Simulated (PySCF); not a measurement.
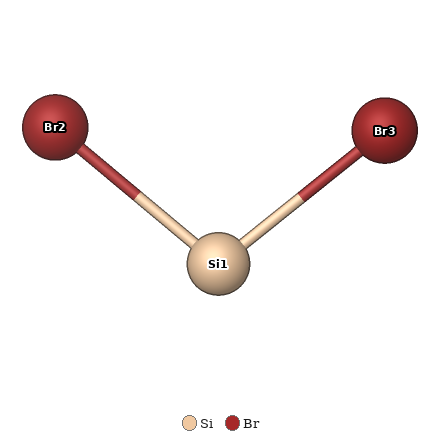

SiBr₂, SMILES Br[Si]Br. Vertical core-electron binding energies by ΔSCF (SCAN, pcX-2 on the ionised atom, pcseg-1 elsewhere, spin-free X2C; PySCF, at a PBE0-D3(BJ)/def2-SVP geometry (no frequency check)), gas phase, against the vacuum level. One atom of each kind was ionised; within a panel, areas follow the number of like atoms and 2j + 1 (2p levels are split by first-order spin-orbit coupling, an approximation), each panel is scaled alone, Gaussians of 0.4 eV full width. Only the regions named are shown.

**Predict the Si 2p and Si 1s photoelectron lines.**

| level | atoms | binding energy (eV) |
| --- | --- | --- |
| Si 2p1/2 | Si1 | 109.5 |
| Si 2p3/2 | Si1 | 108.9 |
| Si 1s | Si1 | 1848.9 |

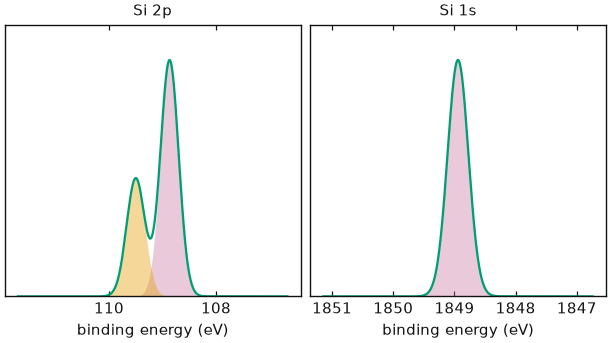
